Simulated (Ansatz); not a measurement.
Complex (SMILES): [SiH4] (SiH4) with N#CC, atoms 1 to 5 the first; geometry from B3LYP-D3(BJ)/def2-TZVP, monomers rigid:
```xyz
11

Si    -0.2782    -0.3110     0.5434
H      0.3703     0.3249    -0.6277
H      0.4858    -0.0047     1.7685
H     -1.6621     0.2034     0.6592
H     -0.3267    -1.7748     0.3228
C     -3.3733    -2.6798     1.4880
C     -2.5202    -2.2119     2.5677
N     -1.8380    -1.8349     3.4125
H     -4.2233    -3.2313     1.8900
H     -3.7418    -1.8307     0.9118
H     -2.8079    -3.3342     0.8241
```

Basis-set convergence of the counterpoise-corrected interaction energy at HF with Ansatz (an electronic-structure program). Cartesian d functions, on some or all atoms, in 6-31+G*, 6-311+G**; all else is spherical. No added dispersion term, no relativity. Functions are those of the species that has most. Reference: the value in aug-pcseg-3, 0.60 kcal/mol. Deviations are taken from unrounded values.

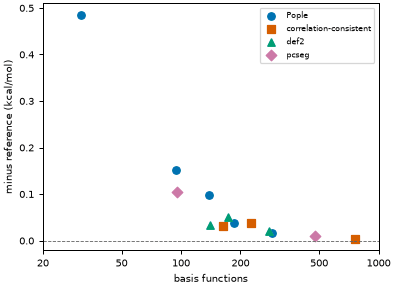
Figure. Deviation from the reference against the number of basis functions, by family of sets.

```
basis              functions  counterpoise-corrected interaction energy (kcal/mol)  minus reference (kcal/mol)
-----------------  ---------  ----------------------------------------------------  --------------------------
STO-3G                    31                                                  1.09                        0.49
6-31+G*                   94                                                  0.75                        0.15
pcseg-1                   95                                                  0.71                        0.11
6-311+G**                139                                                  0.70                        0.10
def2-SVPD                140                                                  0.63                        0.03
aug-cc-pV(D+d)Z          164                                                  0.63                        0.03
def2-TZVP                172                                                  0.65                        0.05
6-311++G(2d,2p)          186                                                  0.64                        0.04
cc-pV(T+d)Z              227                                                  0.64                        0.04
def2-TZVPPD              278                                                  0.62                        0.02
6-311++G(3df,3pd)        290                                                  0.62                        0.02
pcseg-3                  475                                                  0.61                        0.01
cc-pV(5+d)Z              758                                                  0.61                        0.00
```
